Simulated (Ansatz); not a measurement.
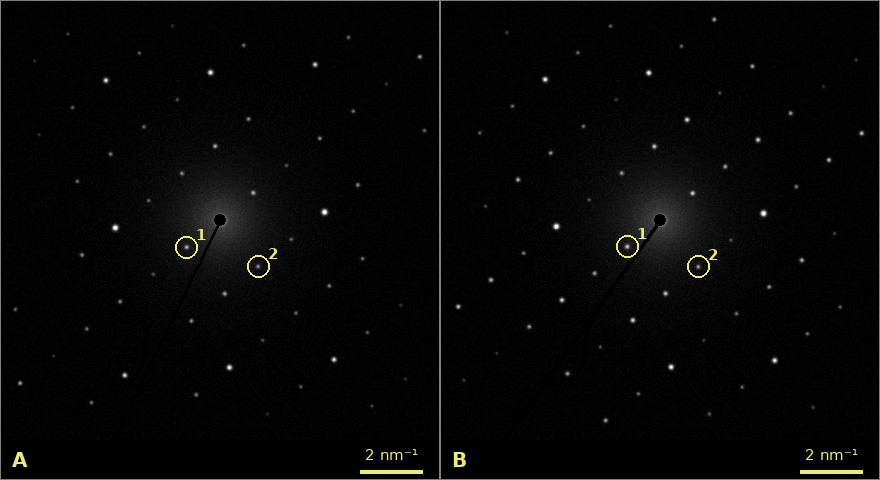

Kinematic electron diffraction patterns (200 kV, B = 0.5 Å², same scale) along [100] of the run's own cell, for the start and the end of one relaxation of Rb3As2 with DFT PBE, scalar-relativistic, plane waves, PAW (Ansatz). k mesh 6×6×6. The start is a generated model structure, and the relaxation ends in the nearest stationary point of its symmetry, not necessarily the ground state. Spot 1 is 0 0 -1 and spot 2 is 0 1 0 in both.

Start structure:

```
Rb As
1.0
     5.88716    0.00000    0.00000
    -2.94358    5.09843    0.00000
     0.00000    0.00000    7.12736
Rb As
3 2
Cartesian
  0.0000 0.0000 0.0000
  0.0000 3.3990 4.7756
  2.9436 1.6995 2.3518
  0.0000 3.3990 1.0182
  2.9436 1.6995 6.1091
```

Which pattern belongs to the start structure, and which to the relaxed one?

Answer. A is the start: its cell gives d(1) = 7.127 Å, d(2) = 5.098 Å and an angle of 90.0°. B is the relaxed structure, with d(1) = 7.261 Å (+1.9 %), d(2) = 5.067 Å (-0.6 %) and 90.0°.

Name reflections whose intensity changes strongly on relaxation.

Answer. 0 1 4 comes into sight; 0 0 2 goes from 1.3 to 11 % of the strongest spot; 0 1 -2 goes from 6.8 to 29 % of the strongest spot; 0 0 3 goes from 6.5 to 28 % of the strongest spot.

What did the relaxation do to the structure and the energy?

Answer. The volume changed by +0.6 % to 43.06 Å³ an atom; with the mean shift removed, the atoms moved by up to 0.35 Å relative to the cell (As most); the space group stayed P-3m1 (No. 164); the free energy fell by 11 meV an atom. Relaxed cell: a = 5.851 Å, b = 5.851 Å, c = 7.261 Å, α = 90.00°, β = 90.00°, γ = 120.00°.
